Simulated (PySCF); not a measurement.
Mo(O)(F)4, SMILES [O]=[Mo]([F])([F])([F])[F] (F₄MoO) at its CAM-B3LYP/def2-SVP optimised geometry (Å):

```
6

Mo    -0.4588    -0.0238     0.0000
O     -0.5783    -0.2263    -1.6483
F     -0.3223     0.2146     1.8753
F      1.3486    -0.0238     0.0000
F     -1.3483     1.5494     0.0000
F     -1.3486    -1.5494     0.3842
```

Method: PySCF with CAM-B3LYP/def2-TZVP, def2 effective core potentials past Kr. The core electrons that the potentials of Mo replace are not part of the density.

Map of the electrostatic potential (hartree/e), clipped to [-0.08, 0.12] on the plane z = 0.8 Å:

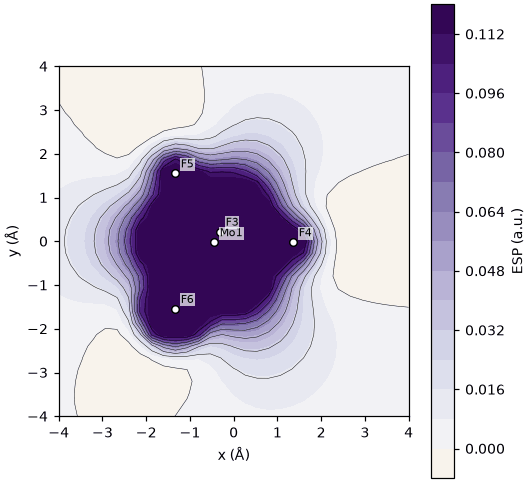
*Electrostatic potential (hartree/e), clipped to [-0.08, 0.12] on the plane z = 0.8 Å.*
